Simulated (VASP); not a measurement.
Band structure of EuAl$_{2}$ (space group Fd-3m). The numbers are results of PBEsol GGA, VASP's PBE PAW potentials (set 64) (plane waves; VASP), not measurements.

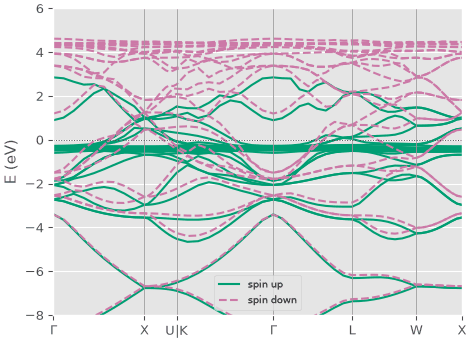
Bands along high-symmetry lines, zero at the valence-band maximum or, without a gap, the Fermi level

Problem. Read the plot: is there a gap, and where are the band edges?

Solution. It has no gap at this level: it comes out as a metal or semimetal.

The structure comes from a measured EuAl2 entry of the Crystallography Open Database, whose conditions weren't checked. The cell was not relaxed at this level.
